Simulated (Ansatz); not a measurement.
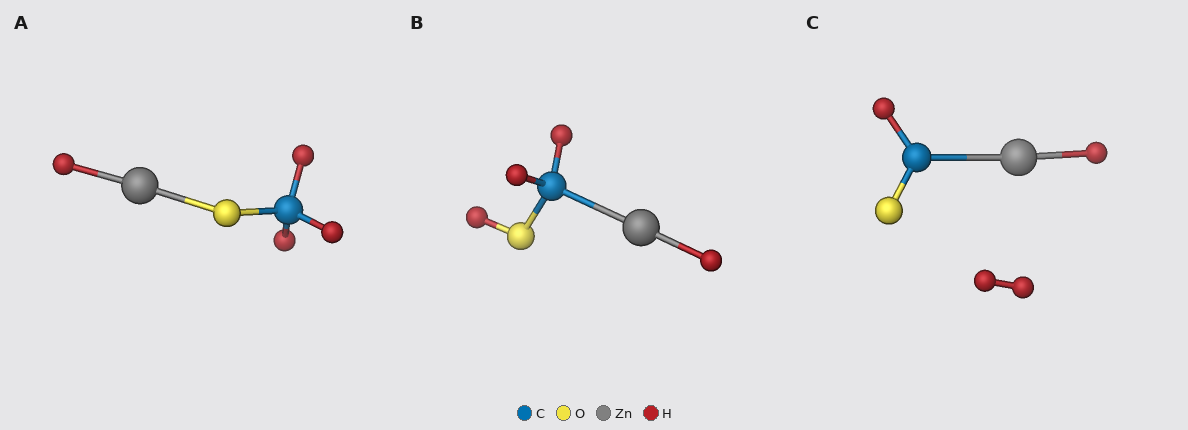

3 stationary structures of one formula. Geometries: PBE0-D4/def2-TZVP. Electronic energies: RHF-CCSD(T) (frozen core) with 3s3p of Cu, Zn/def2-TZVPP (Ansatz 0.2.0), without zero-point energy. No frequency run is at hand to confirm each as a minimum. Each is one conformer, not always the lowest.

**Which structure is the most stable?**

A is lowest (Cs); B lies 18.5 kcal/mol above it (Cs), C lies 43.3 kcal/mol above it (Cs).
